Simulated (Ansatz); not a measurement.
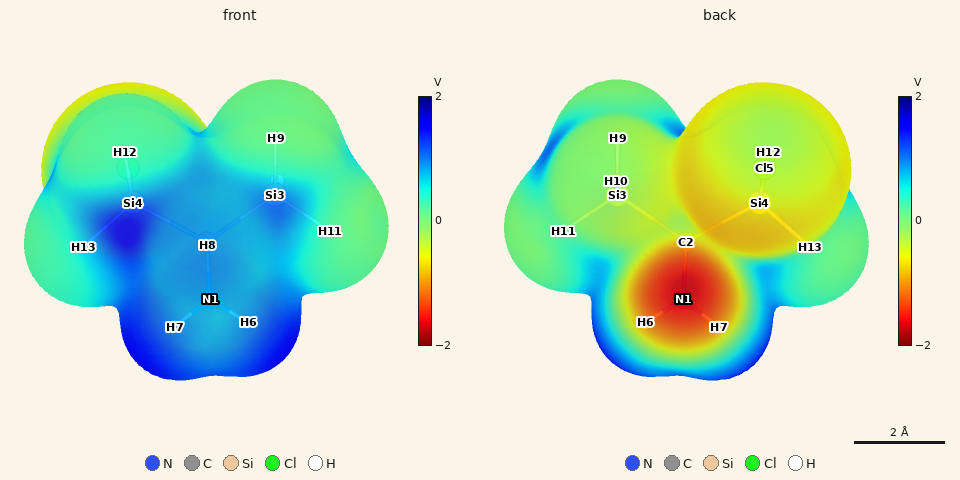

The picture shows: CH8ClNSi2. The electrostatic potential painted on the density surface at 0.002 e/bohr³, seen from the front and from behind; the colour scale runs from red (negative) to blue (positive).

These are results of Ansatz, RKS B3LYP/def2-SVP, not measurements.

The calculation's input:

```
crystal:
  periodic: [false, false, false]
  atoms:
    - { symbol: "N", position_ang: [-1.051, 0.7412, -1.1144] }
    - { symbol: C, position_ang: [-0.6468, 0.1085, 0.1105] }
    - { symbol: Si, position_ang: [0.59316, 1.14196, 1.02438] }
    - { symbol: Si, position_ang: [-2.10919, -0.1261, 1.35101] }
    - { symbol: Cl, position_ang: [-3.24118, 1.52834, 1.43885] }
    - { symbol: H, position_ang: [-0.3189, 0.9587, -1.7718] }
    - { symbol: H, position_ang: [-1.7441, 0.2033, -1.6233] }
    - { symbol: H, position_ang: [-0.2237, -0.83667, -0.09358] }
    - { symbol: H, position_ang: [1.01819, 0.43647, 2.32114] }
    - { symbol: H, position_ang: [0.02913, 2.4729, 1.39364] }
    - { symbol: H, position_ang: [1.77935, 1.34583, 0.20505] }
    - { symbol: H, position_ang: [-1.64146, -0.53369, 2.69551] }
    - { symbol: H, position_ang: [-2.96658, -1.27398, 0.76023] }
basis:
  gaussian: { orbitals: def2-SVP }
hamiltonian:
  xc: b3lyp
relax:
  f_tol: 0.015
  max_steps: 40
output:
  orbitals: {}
```

Launched as:

```sh
ansatz run input.yaml --threads 2 --pin off --max-ram 3072MiB --backend cpu --events-out ev --progress --plain --runs-dir out
```

The fields are those of the relaxed geometry.

Q: Which sites attract a positive test charge, and which a negative one?

A: A positive charge is drawn to the negative regions and a negative charge to the positive ones. The most negative region (about −1.6 V, or −37 kcal/mol for a unit charge) lies over N1, the most positive (about +1.5 V, or +35 kcal/mol for a unit charge) over Si4, H6 and H7. N1 is the likeliest acceptor of a hydrogen bond.
